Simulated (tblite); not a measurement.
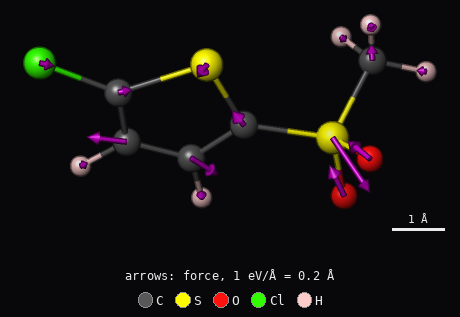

Starting geometry of C₅H₅ClO₂S₂ with the computed forces as purple arrows. Style: ball-and-stick. Shown at a tilt.

These are results of GFN2-xTB geometry optimisation, gas phase (tblite), not measurements. 

Q: What follows when this structure is relaxed?

A: It isn't relaxed: the largest force vector, on an S atom, is 6.66 eV/Å. The final displacements have little in common with the starting forces (cosine between the two patterns 0.27). After 65 geometry steps the energy has fallen by 27.7 kcal/mol. The Cl atom moves most after the best rigid fit: 0.46 Å. By element the largest moves are Cl 0.46 Å, H 0.30 Å, C 0.22 Å, S 0.21 Å, O 0.15 Å. Near-neighbour distances that change, for instance: C–S 1.864 → 1.738 Å, C–S 1.830 → 1.722 Å, O–S 1.518 → 1.434 Å, C–C 1.347 → 1.410 Å. Among the angles between lasting bonds that change: O–S–O 105.7° → 118.7°, C–S–C 111.1° → 102.8°, Cl–C–S 127.7° → 120.9°. The run took 0.67 s on 1 thread of Arm Neoverse V1 (shared host).
